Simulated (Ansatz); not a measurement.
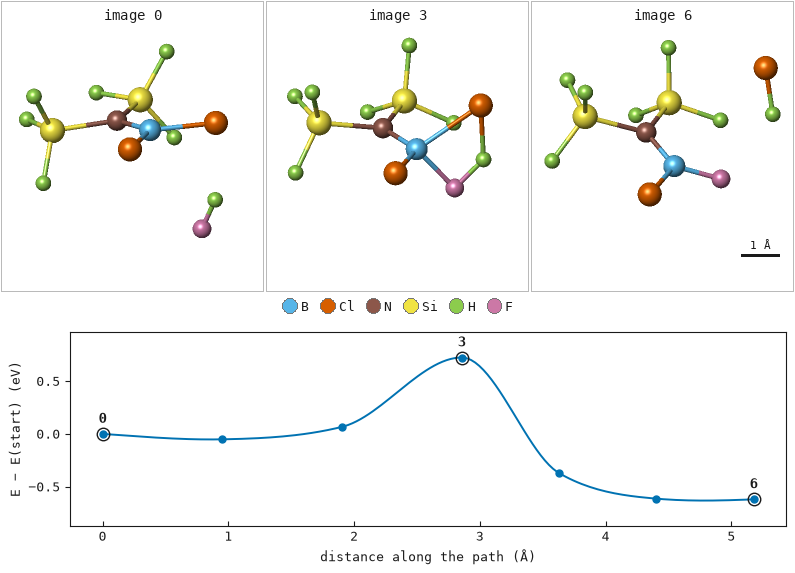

NEB run on BSi2NH7Cl2F, made up of BSi$_{2}$NH$_{6}$Cl$_{2}$ and HF. Images are numbered from 0 (start) to 6 (end). A ball-and-stick model, seen from a free direction.

Computed with RKS PBE0-D4/def2-SVP (Ansatz 0.2.0).

Input file:
```yaml
crystal:
  periodic: [false, false, false]
  atoms:
    - {symbol: B, position_ang: [0.480511, -0.485466, -1.211188]}
    - {symbol: Cl, position_ang: [2.265882, -0.455334, -1.236765]}
    - {symbol: Cl, position_ang: [-0.324236, -0.636468, -2.765838]}
    - {symbol: N, position_ang: [-0.219204, -0.394196, -0.008073]}
    - {symbol: Si, position_ang: [-1.989172, -0.369949, -0.062047]}
    - {symbol: Si, position_ang: [0.669783, -0.285981, 1.518210]}
    - {symbol: H, position_ang: [2.119947, 1.835676, -1.011475]}
    - {symbol: F, position_ang: [1.724068, 2.665115, -0.889607]}
    - {symbol: H, position_ang: [-2.455327, -0.221535, 1.336006]}
    - {symbol: H, position_ang: [-2.495996, -1.643636, -0.624351]}
    - {symbol: H, position_ang: [-2.457917, 0.774933, -0.875068]}
    - {symbol: H, position_ang: [1.515080, 0.929050, 1.536113]}
    - {symbol: H, position_ang: [-0.340634, -0.216541, 2.598286]}
    - {symbol: H, position_ang: [1.507216, -1.495671, 1.695997]}
basis:
  gaussian: {orbitals: def2-SVP}
hamiltonian: {xc: pbe0, dispersion: d4}
neb:
  images: 5
  climbing: true
  max_iterations: 40
  initial_path: idpp
  final_atoms:
    - {symbol: B, position_ang: [0.048862, 0.962156, -1.101325]}
    - {symbol: Cl, position_ang: [3.056385, -1.055277, -1.104187]}
    - {symbol: Cl, position_ang: [-0.885319, 1.002984, -2.601667]}
    - {symbol: N, position_ang: [-0.384067, 0.236715, 0.014730]}
    - {symbol: Si, position_ang: [-1.881617, -0.687760, -0.065975]}
    - {symbol: Si, position_ang: [0.519157, 0.149627, 1.524896]}
    - {symbol: H, position_ang: [2.935756, 0.210909, -1.263216]}
    - {symbol: F, position_ang: [1.184692, 1.664060, -1.103535]}
    - {symbol: H, position_ang: [-2.010614, -1.327414, 1.269494]}
    - {symbol: H, position_ang: [-1.805973, -1.733135, -1.111974]}
    - {symbol: H, position_ang: [-3.041864, 0.202285, -0.302046]}
    - {symbol: H, position_ang: [1.737495, 0.980901, 1.417483]}
    - {symbol: H, position_ang: [-0.344511, 0.656410, 2.621214]}
    - {symbol: H, position_ang: [0.871619, -1.262457, 1.806310]}
```

Run as
```bash
ansatz run in.yaml --threads 4 --pin off --events-out ev --progress --plain --max-ram 46080MiB --backend cpu
```

Describe the mechanism and the energy profile.

Answer. Breaking: B–Cl (1.79 → 3.62 Å), F–H (0.93 → 2.28 Å). Forming: B–F (3.40 → 1.34 Å), Cl–H (2.31 → 1.28 Å). Relative to the start the highest point is image 3 at +0.72 eV and the end lies at −0.62 eV, but the profile dips to −0.05 eV at image 1 on the way, so an end point isn't at the bottom of its valley along this path. The band converged in 13 iterations. The largest component of the band force went from 5.3 to 0.049 eV/Å. The climbing image converged on the top of the path. Its curvatures weren't checked. The largest force component is 0.27 eV/Å at the start and 0.24 eV/Å at the end; an end with forces this large is no minimum, and the barrier measured from it can be far off.

Limits of the set-up: the start holds two separate molecules, 2.3 Å apart at their closest, whose relative position is a soft coordinate.

The run took about 15 core-minutes on a shared host.
